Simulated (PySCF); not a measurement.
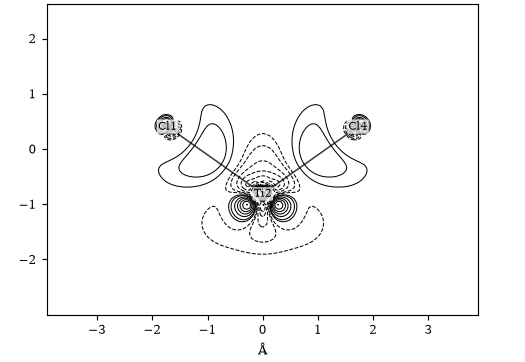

*Cl4Ti, SMILES `Cl[Ti](Cl)(Cl)Cl`. Deformation density (molecule less spherical, spin-averaged free atoms) in the plane of Cl1, Ti2 and Cl4; contours at ±0.05 to ±0.8 e/Å³; solid lines: gain, dashed lines: loss.*

PySCF calculation, r2SCAN/def2-SVPD, gas phase; geometry: GFN2-xTB. This is a single-reference result, which may miss multireference character in this system. No frequency check shows the geometry to be a minimum. GFN2-xTB bond lengths at metals and heavier atoms can be off by up to 0.1 Å and shapes distorted, which carries into these values.

Q: How much density has each bond in this plane gained at its critical point, relative to the free atoms?

A: Cl1–Ti2 and Ti2–Cl4: +0.13 e/Å³ at the bond critical point (bond length 2.11 Å). In all, 1.0 electrons gather in the regions of gain relative to the promolecule. A small or negative value marks a very polar bond, one between electron-rich atoms, whose free-atom densities already overlap strongly, a long bond to a heavier atom, or a closed-shell contact such as a hydrogen bond.

Q: Where do the Hirshfeld charges lie?

A: The highest Hirshfeld charge is on Ti2 (+0.41 e), the lowest on Cl1, Cl3, Cl4 and Cl5 (−0.10 e).
